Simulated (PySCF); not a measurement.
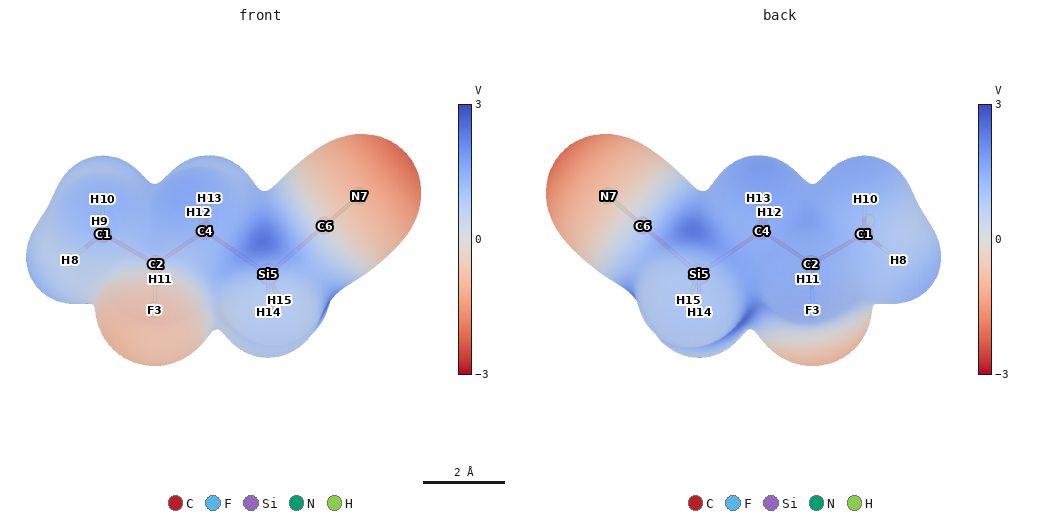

Figure. C₄H₈FNSi (SMILES C[C@H](F)C[SiH2]C#N). The molecular electrostatic potential painted on the density surface at 0.004 e/bohr³, seen from the front and from behind; the colour scale runs from red (negative) to blue (positive).

Geometry: GFN2-xTB.

Method: PySCF, CAM-B3LYP/def2-SVPD, SCF density, gas phase.

```xyz
15

C    -2.3080    0.4860    0.1476
C    -1.0795   -0.3664   -0.1254
F    -1.0516   -1.4084    0.7948
C     0.2269    0.4057   -0.0227
Si    1.7355   -0.7619   -0.0532
C     3.2206    0.3734   -0.1019
N     4.1347    1.0632   -0.1305
H    -3.2068   -0.1240    0.0962
H    -2.2423    0.9267    1.1401
H    -2.3749    1.2795   -0.5913
H    -1.1605   -0.8559   -1.1051
H     0.2231    0.9820    0.9052
H     0.2666    1.1231   -0.8431
H     1.8443   -1.5692    1.1587
H     1.7673   -1.5460   -1.2914
```

Describe the electrostatic potential map.

Answer. The most negative region (about −2.0 V) lies over N7, the most positive (about +2.5 V) over Si5. N7 is the likeliest acceptor of a hydrogen bond.

How polar is the molecule by this calculation?

Answer. Its dipole moment is 3.96 D.
